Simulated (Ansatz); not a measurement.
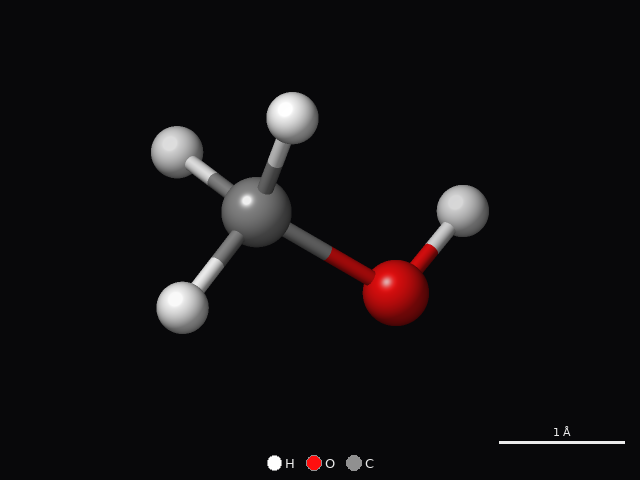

A ball-and-stick model of a molecule.

Description:

It has 6 atoms: 1 carbon, 4 hydrogen and 1 oxygen (CH4O). The point group is Cs. Coordination: 1 O bent; 1 C tetrahedral.

The parts below concern this one geometry. Atoms keep their numbers from picture to picture. Computed geometry: PBE0-D4/def2-TZVP optimisation.

### Shape

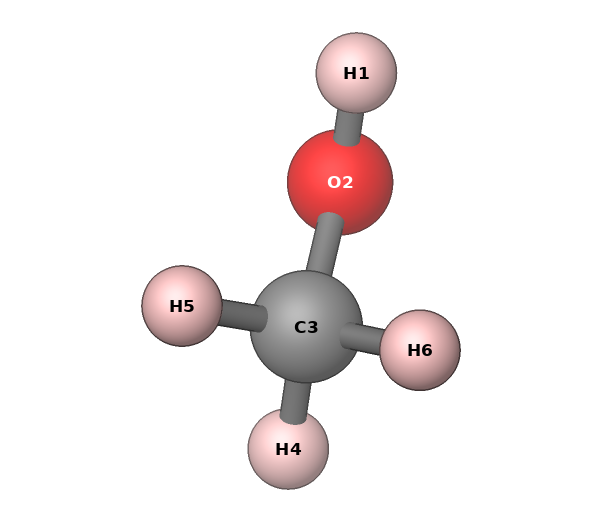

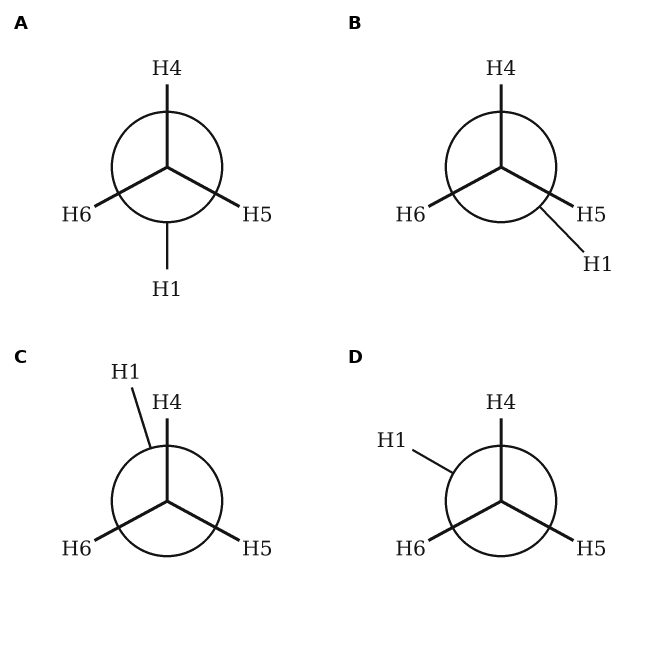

Distant atoms are faded towards the background colour. Bonds that would overlap in a projection are set slightly apart.

Which Newman projection shows the view along C3–O2, with C3 in front?

Answer. A. The torsion angle H4–C3–O2–H1 is 180°, antiperiplanar (anti).

### Vibrations

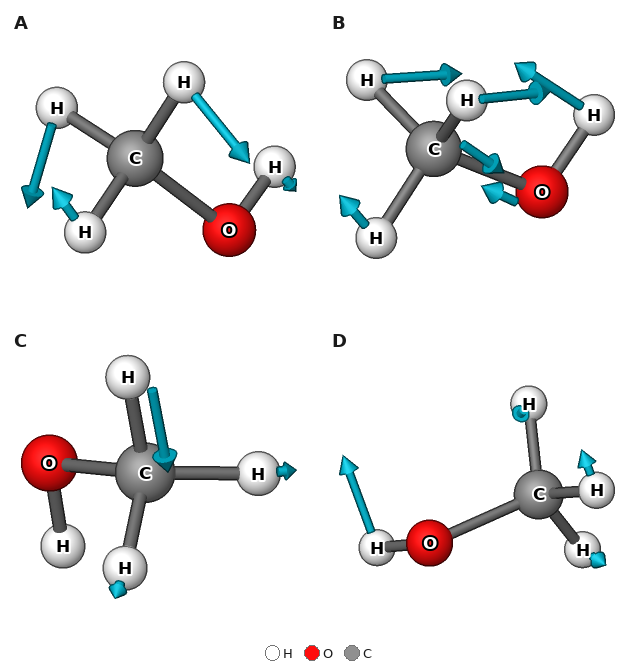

4 normal modes of one molecule or complex, as arrows. Harmonic vibrations computed with RKS PBE0-D4/def2-TZVP (Ansatz 0.2.0) at a stationary point of the same level.

Match the panels to the wavenumbers 307 cm⁻¹, 1108 cm⁻¹, 1505 cm⁻¹, 3131 cm⁻¹.

Answer. A: 1505 cm⁻¹, H–C–H bending
B: 1108 cm⁻¹
C: 3131 cm⁻¹, C–H stretching
D: 307 cm⁻¹, a torsion or out-of-plane motion in which bond lengths and bond angles hardly change

### Dipole moment

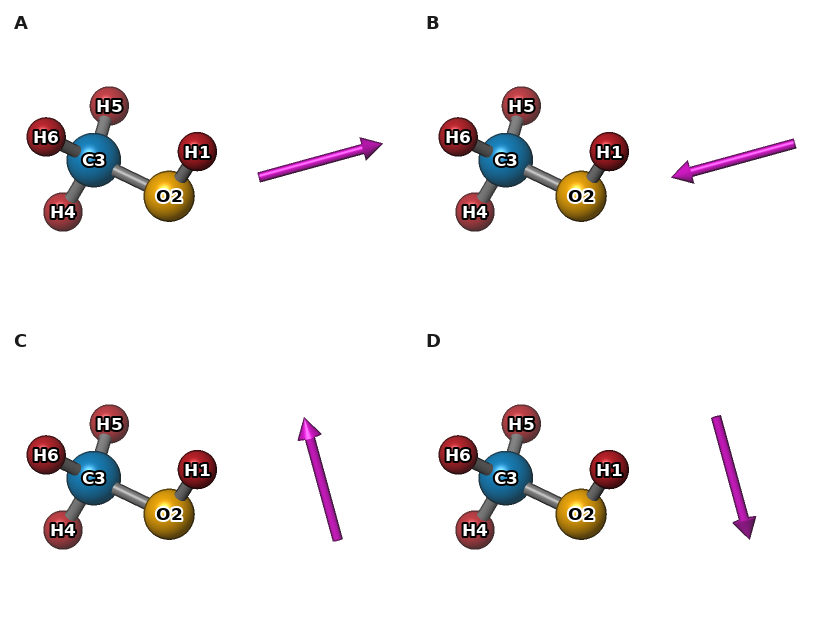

The same molecule four times, each with an arrow. Method: RKS PBE0-D4/def2-TZVP (Ansatz 0.2.0).

Which arrow points along the dipole moment, from the negative to the positive end?

Answer. C. The dipole moment is 1.67 D; it points from the side of O2, H4 to the side of H5, H6 (the outermost atoms at the two ends).

### Thermal motion

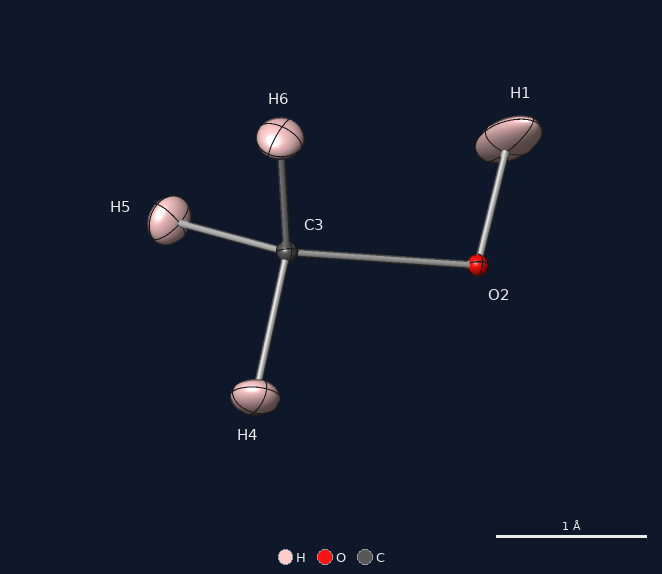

Displacement ellipsoids at the 50 % level, from the internal vibrations of the free molecule (harmonic, no overall translation or rotation; no half-axis is drawn under 0.075 Å). Vibrations computed with RKS PBE0-D4/def2-TZVP (Ansatz 0.2.0). Temperature: 298 K.

Which atom has the largest mean-square displacement?

Answer. H1, with U_eq = 0.0268 Å².

Does H1 move more along its bond or across it?

Answer. Across it: the root-mean-square amplitude is 0.064 Å along the bond and up to 0.253 Å across, since bending and torsion are softer than stretching.

Give the displacement parameters, one line for each set of equivalent atoms.

```json
{"atom": "H1", "U_eq (Å²)": "0.0268", "rms amplitudes (Å)": "0.064, 0.111, 0.253"}
{"atom": "O2", "U_eq (Å²)": "0.00031", "rms amplitudes (Å)": "0.009, 0.020, 0.022"}
{"atom": "C3", "U_eq (Å²)": "0.00044", "rms amplitudes (Å)": "0.017, 0.017, 0.027"}
{"atom": "H4", "U_eq (Å²)": "0.0101", "rms amplitudes (Å)": "0.072, 0.107, 0.117"}
{"atom": "H5, H6", "U_eq (Å²)": "0.0095", "rms amplitudes (Å)": "0.072, 0.103, 0.112"}
```
